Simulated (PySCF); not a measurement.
System: C₅H₂BF₅O (SMILES FB(F)c1ccc(C(F)(F)F)o1).

```xyz
14

F     2.7888   -2.1175    0.3386
B     2.6288   -0.8262    0.1780
F     3.7392   -0.1203    0.1293
C     1.2502   -0.1383    0.0507
C     0.9407    1.1967   -0.1248
C    -0.4604    1.2911   -0.1784
C    -0.9133    0.0062   -0.0311
C    -2.3118   -0.5247   -0.0020
F    -2.5482   -1.4091   -0.9803
F    -3.1994    0.4667   -0.1497
F    -2.6037   -1.1406    1.1516
O     0.1011   -0.8524    0.1059
H     1.6455    1.9984   -0.2037
H    -1.0581    2.1697   -0.3063
```

Geometry: GFN2-xTB.

These are results of PBE0/pcSseg-1, SCF density, gas phase, non-relativistic in PySCF, not measurements.

### What will maps of the electron density and electron localisation function show?

B–F (1.31 Å): the density is about 2.3 e/Å³ at the midpoint; the ELF peaks at about 0.85 between the atoms: a polar covalent bond.
C–O (1.34 Å): ρ is about 2.5 e/Å³ halfway; the ELF peaks at about 0.90 between the atoms: a polar covalent bond.
C–F (1.34 Å): ρ at the midpoint is about 2.4 e/Å³; the ELF peaks at about 0.85 between the atoms, as expected for a shared but strongly polarised pair.
C–C (1.37 Å): ρ at the midpoint is about 2.2 e/Å³; the ELF peaks at about 0.95 between the atoms (localised, covalent bonding).

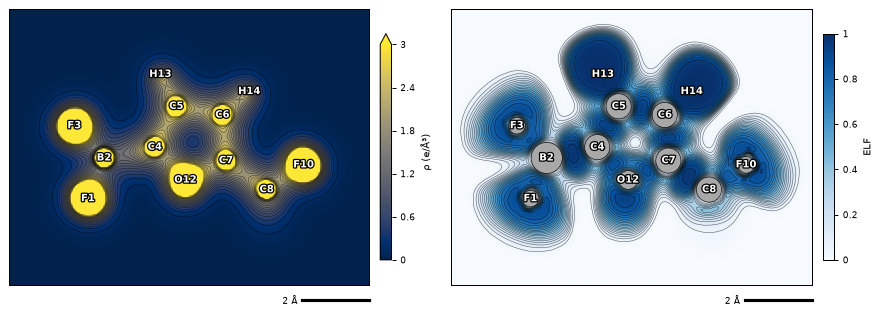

Computed electron density and electron localisation function on the plane of atoms C6, C7 and O12, in this order. Grey discs cover the atomic cores in the ELF map. 
